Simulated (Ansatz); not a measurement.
## A computed series for TiS2: thickness series

Consider TiS$_{2}$ in the CdI2 type structure (space group P-3m1, No. 164; a = 3.361 Å, c = 5.522 Å; layered, stacked along the Cartesian z axis).

Free-standing slabs (3 atom(s) a layer) normal to the stacking axis with 15 Å of vacuum; in-plane cell relaxed.

Level of theory: PBE-D3(BJ) (Ansatz, a first-principles code; PAW; 420 eV plane waves; spin-orbit coupling left out).

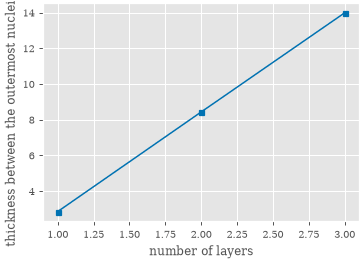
Fig. 1. Thickness between the outermost nuclei against number of layers

| number of layers | thickness between the outermost nuclei |
|---|---|
| 1 | 2.86 Å |
| 2 | 8.44 Å |
| 3 | 13.99 Å |

Whether these cells are dynamically stable was not tested. All final runs are without spin polarisation.
